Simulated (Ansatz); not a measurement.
# Effect of Br → As on CsPbBr3

The reference is CsPbBr₃ in the cubic perovskite structure (space group Pm-3m, No. 221; a = 5.9378 Å).

Perturbation: every Br is replaced by As; the structure is relaxed again.

The values are results of plane-wave PAW DFT at the r2SCAN level (Ansatz, an electronic-structure program, 500 eV), no SOC, earlier PAW set, not measurements. k-mesh 9×9×9 (Γ-centred); smearing 0.05 eV (Fermi–Dirac), for the changed cell.

| quantity | base | changed | shift |
|---|---|---|---|
| volume per atom | 41.87 Å³ | 34.24 Å³ | -7.636 Å³ |
| density | 4.60 g/cm³ | 5.48 g/cm³ | +0.88 g/cm³ |
| lattice parameter a | 5.938 Å | 5.552 Å | -0.3854 Å |
| space group | Pm-3m (No. 221) | Pm-3m (No. 221) | – |
| shortest interatomic distance | 2.969 Å | 2.776 Å | -0.193 Å |
| band gap | 2.05 eV | zero | – |

Final structure:

```xyz
5
Lattice="5.5524 0.0000 0.0000 0.0000 5.5524 0.0000 0.0000 0.0000 5.5524" Properties=species:S:1:pos:R:3 pbc="T T T"
Cs     0.0000     0.0000     0.0000
Pb     2.7762     2.7762     2.7762
As     0.0000     2.7762     2.7762
As     2.7762     2.7762     0.0000
As     2.7762     0.0000     2.7762
```

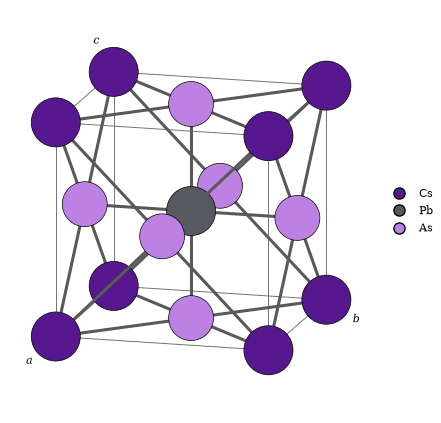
Figure. The relaxed conventional cell after the change

Cost of the whole job for the changed cell (relaxation, final SCF and bands): very roughly 5 core-minutes.

With Pb present, leaving out spin-orbit coupling can change the band edges. Stability against distortions was not tested. As relaxed here, CsPbAs3 is a hypothetical phase, not in the database extracts checked. All final runs are without spin polarisation. Many cubic perovskites are stable only at high temperature; tilts and polar distortions were not tested. This is not the structure that CsPbBr3 has at room temperature and ambient pressure.
